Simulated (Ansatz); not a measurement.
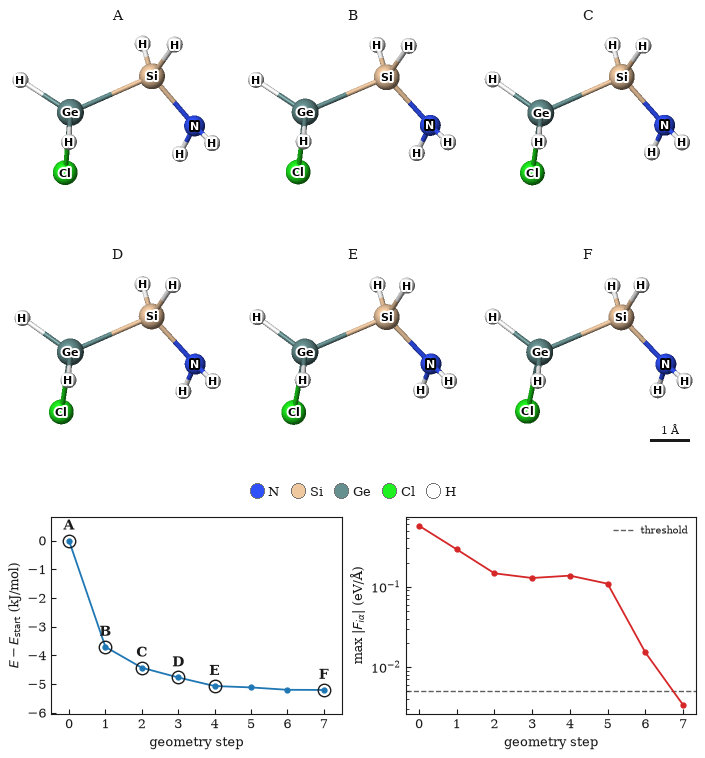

Frames of a relaxation of GeSiNH$_{6}$Cl, marked on the history of the run. Style: ball-and-stick. Shown at a tilt.

The start comes from PBE-D4/def2-SVP.

Computed with RKS PBE0-D4/def2-TZVP (Ansatz 0.2.0). (force threshold 0.005 eV/Å; at most 150 steps)

**What happens along the run?**

The energy falls by 5.20 kJ/mol in 7 geometry steps. Largest force component: 0.58 eV/Å at the start, 0.0034 eV/Å at the end. The largest move after the best rigid fit is that of an H atom, 0.22 Å. By element the largest moves are H 0.22 Å, Cl 0.21 Å, Si 0.06 Å, N 0.05 Å, Ge 0.03 Å. Among the contacts that change: Cl–Ge 2.221 → 2.184 Å, N–Si 1.747 → 1.717 Å, H–Si 1.505 → 1.486 Å, H–N 1.025 → 1.008 Å. Among the angles between lasting bonds that change: Si–Ge–Cl 98.6° → 102.7°, Si–N–H 114.7° → 118.5°, N–Si–Ge 109.1° → 112.5°. Cost: 27 s on 4 threads of Arm Neoverse V2, on a shared host. From step 0 to 1: the Cl atom moves most (0.07 Å), energy −3.70 kJ/mol. From step 1 to 2: an H atom moves most (0.05 Å), energy −0.73 kJ/mol. From step 2 to 3: an H atom moves most (0.04 Å), energy −0.34 kJ/mol. From step 3 to 4: an H atom moves most (0.08 Å), energy −0.30 kJ/mol. From step 4 to 7: the Cl atom moves most (0.05 Å), energy −0.14 kJ/mol.

| step | E − E(0), kJ/mol | largest force component, eV/Å |
| --- | --- | --- |
| 0 | 0.00 | 0.5758 |
| 1 | -3.70 | 0.2923 |
| 2 | -4.43 | 0.1470 |
| 3 | -4.77 | 0.1285 |
| 4 | -5.07 | 0.1375 |
| 5 | -5.11 | 0.1092 |
| 6 | -5.20 | 0.0152 |
| 7 | -5.20 | 0.0034 |
